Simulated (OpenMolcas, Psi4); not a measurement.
Exact exchange and the dipole moment of HNO (nitroxyl)

HNO: 3 atoms, total charge 0, spin state singlet. As SMILES, `N=O`. Geometry: relaxed at PBE0-D4/def2-TZVP.

The dipole moment y, in D, basis def2-TZVPPD; a is the functional's share of exact exchange. Programs: OpenMolcas 26.06, Psi4 1.11.

```
functional     program     a  y (D)
       PBE        Psi4     0   1.49
      BLYP        Psi4     0   1.50
     TPSSh        Psi4   0.1   1.57
     B3LYP  OpenMolcas   0.2      ?
      PBE0  OpenMolcas  0.25   1.63
     BHLYP  OpenMolcas   0.5   1.76
```

Q: Fit y = c + s·a to the known rows and predict B3LYP.

A: 
1. Means of the 5 rows: a = 0.1700, y = 1.590.
2. Σ(Δa)² = 0.178, Σ(Δa·Δy) = 0.093, so the slope is 0.093/0.178 = 0.52247.
3. Intercept: 1.590 − (0.52247) × 0.1700 = 1.501. The largest residual of the fit is 0.017.
4. B3LYP: 1.501 + (0.52247) × 0.2 = 1.61 D.

The run gave 1.62 D, so the prediction is off by -0.01 D, within the scatter of the fit. More exact exchange makes the molecule more polar here. The measured value is 1.67 D (NIST CCCBDB); in this basis the line meets it at a = 0.32.

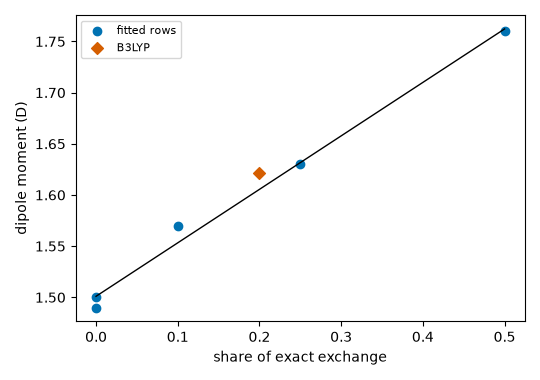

The fitted line, with the withheld row.
